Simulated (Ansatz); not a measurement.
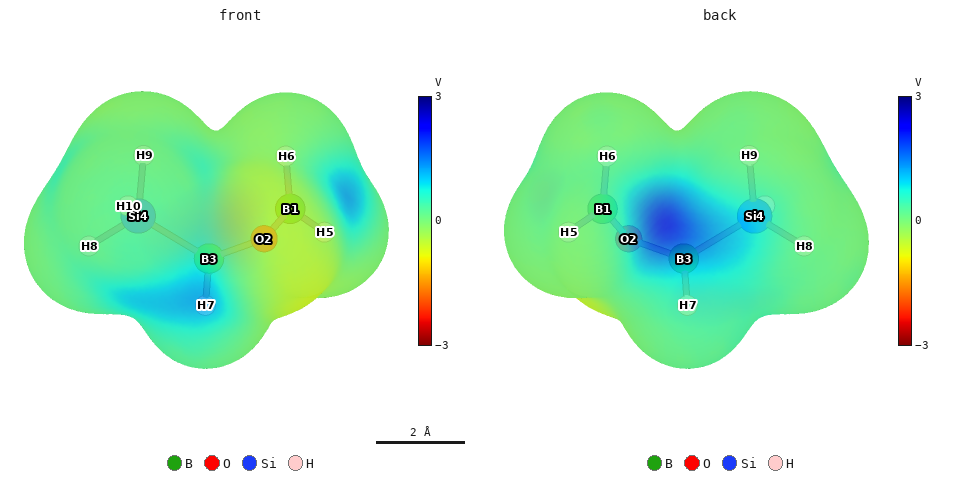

Figure 1: B$_{2}$H$_{6}$OSi (SMILES BOB[SiH3]). The molecular electrostatic potential painted on the density surface at 0.001 e/bohr³, seen from the front and from behind; red is negative and blue positive.

All numbers below come from Ansatz 0.2.0, SCF PBE0, Gaussian basis.

The calculation's input:

```
crystal:
  periodic: [false, false, false]
  atoms:
    - { symbol: B, position_ang: [-0.63, 1.4865, -1.1145] }
    - { symbol: O, position_ang: [0.6628, 1.1277, -0.7123] }
    - { symbol: B, position_ang: [0.5721, -0.3176, -0.5321] }
    - { symbol: Si, position_ang: [0.364, -1.0522, 1.247] }
    - { symbol: H, position_ang: [-0.9516, 1.5783, -2.2925] }
    - { symbol: H, position_ang: [-1.4739, 1.88, -0.3185] }
    - { symbol: H, position_ang: [0.8647, -1.0442, -1.4169] }
    - { symbol: H, position_ang: [0.3732, -2.5137, 1.173] }
    - { symbol: H, position_ang: [-1.028, -0.6155, 1.7719] }
    - { symbol: H, position_ang: [1.3299, -0.5805, 2.1978] }
basis:
  gaussian:
    orbitals: aug-cc-pVDZ
hamiltonian:
  xc: pbe0
output:
  orbitals: {}
```

> Which sites attract a positive test charge, and which a negative one?

A positive charge is drawn to the negative regions and a negative charge to the positive ones. The most negative region (about −0.6 V, or −14 kcal/mol for a unit charge) lies over O2, the most positive (about +2.0 V, or +46 kcal/mol for a unit charge) over B1 and B3.
